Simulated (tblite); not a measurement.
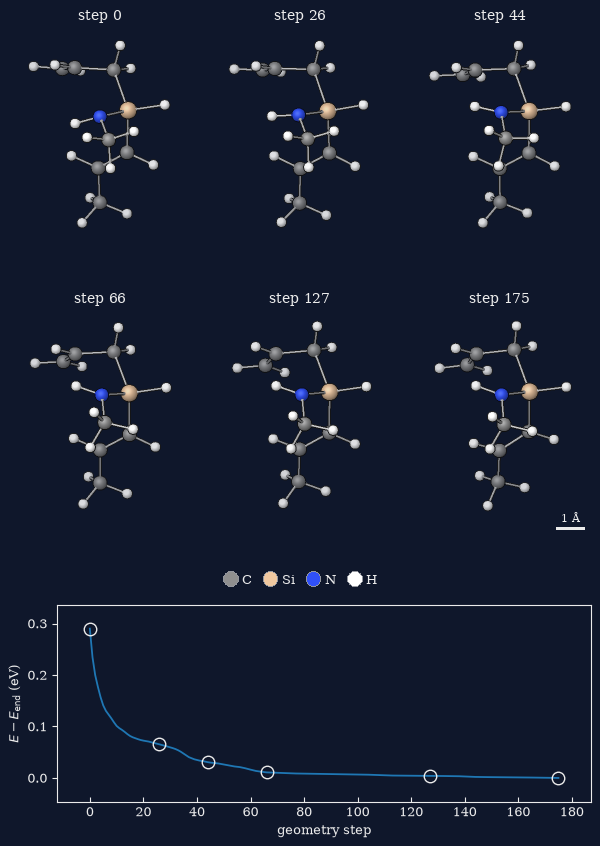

Frames of a relaxation of C$_{7}$H$_{15}$NSi, marked on the history of the run. The picture is a ball-and-stick view, seen from a free direction.

All numbers below come from GFN2-xTB geometry optimisation, gas phase (tblite 0.8.0). 

**Describe the path.**

The energy falls by 0.290 eV in 175 geometry steps. An H atom moves most after the best rigid fit: 0.84 Å. By element the largest moves are H 0.84 Å, C 0.52 Å, N 0.20 Å, Si 0.09 Å. Among the contacts that change: C–Si 1.846 → 1.887 Å, C–C 1.351 → 1.322 Å, C–Si 1.886 → 1.914 Å, C–C 1.495 → 1.483 Å. Bond angles that change, for instance: Si–N–H 108.1° → 118.2°, C–Si–N 106.9° → 115.7°, Si–C–H 112.4° → 118.4°. Groups turn about N–Si by about 25°, C–Si by about 20°. From step 0 to 26: an H atom moves most (0.34 Å), energy −0.225 eV. From step 26 to 44: H atoms move most (0.38 Å), energy −0.035 eV. From step 44 to 66: an H atom moves most (0.35 Å), energy −0.020 eV. From step 66 to 127: an H atom moves most (0.25 Å), energy −0.007 eV. From step 127 to 175: an H atom moves most (0.31 Å), energy −0.004 eV.

| step | E − E(0), eV |
| --- | --- |
| 0 | 0.0000 |
| 1 | -0.0557 |
| 2 | -0.0902 |
| 3 | -0.1128 |
| 4 | -0.1330 |
| 5 | -0.1491 |
| 6 | -0.1597 |
| 7 | -0.1669 |
| 8 | -0.1740 |
| 9 | -0.1819 |
| 10 | -0.1890 |
| 19 | -0.2164 |
| 27 | -0.2261 |
| 36 | -0.2464 |
| 45 | -0.2602 |
| 53 | -0.2669 |
| 62 | -0.2764 |
| 71 | -0.2804 |
| 79 | -0.2816 |
| 88 | -0.2821 |
| 97 | -0.2830 |
| 106 | -0.2842 |
| 114 | -0.2854 |
| 123 | -0.2858 |
| 132 | -0.2863 |
| 140 | -0.2873 |
| 149 | -0.2885 |
| 158 | -0.2889 |
| 166 | -0.2894 |
| 175 | -0.2901 |
